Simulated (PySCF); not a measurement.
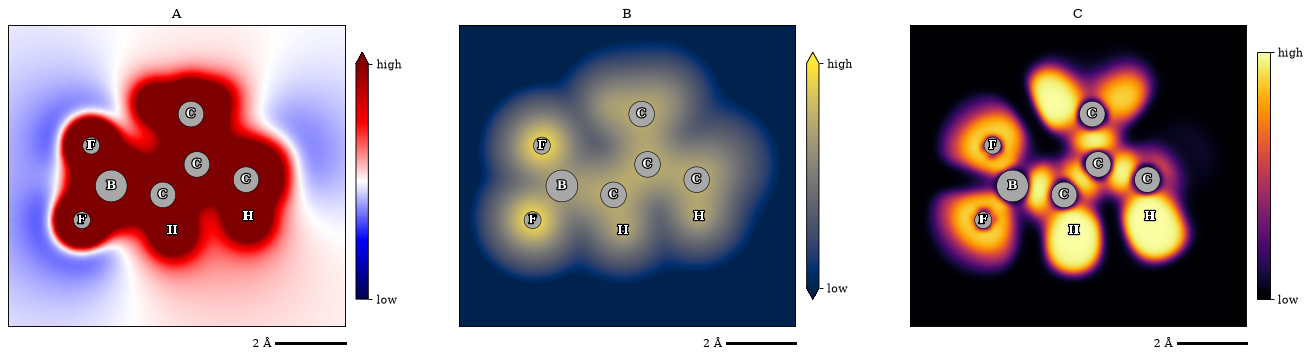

C4H7BF2O: 3 fields on the plane of atoms C3, B4 and F6, with unlabelled colour scales. Grey discs cover the atomic cores.

Geometry: GFN2-xTB.

The calculation used CAM-B3LYP/def2-SVPD, SCF density, gas phase (PySCF 2.14.0).

```tsv
atom	x (Å)	y (Å)	z (Å)
C	0.0541	-1.4389	0.2757
C	-0.2003	-0.0199	-0.1019
C	0.7295	0.8403	-0.5453
B	2.2315	0.5891	-0.7760
F	3.0187	1.5540	-1.2255
F	2.8761	-0.5463	-0.5584
C	-1.6409	0.4095	0.0642
O	-2.1169	0.2017	1.3755
H	1.1016	-1.6273	0.4796
H	-0.5490	-1.6982	1.1444
H	-0.2600	-2.0856	-0.5439
H	0.3948	1.8434	-0.7866
H	-1.7676	1.4588	-0.2343
H	-2.2783	-0.2129	-0.5722
H	-1.5975	0.7403	1.9828
```

Q: Which field does each panel show? The fields are: electron density, electron localisation function and electrostatic potential.

A: Panel A: electrostatic potential (strongly positive close to the atoms, with negative regions outside electron-rich atoms). Panel B: electron density. Panel C: electron localisation function. From the grid: B–F (1.32 Å): the density is about 2.2 e/Å³ at the midpoint; the ELF peaks at about 0.85 between the atoms: a polar covalent bond. C–C (1.34 Å): ρ is about 2.3 e/Å³ halfway; the ELF peaks at about 0.95 between the atoms; a short, multiple covalent bond.
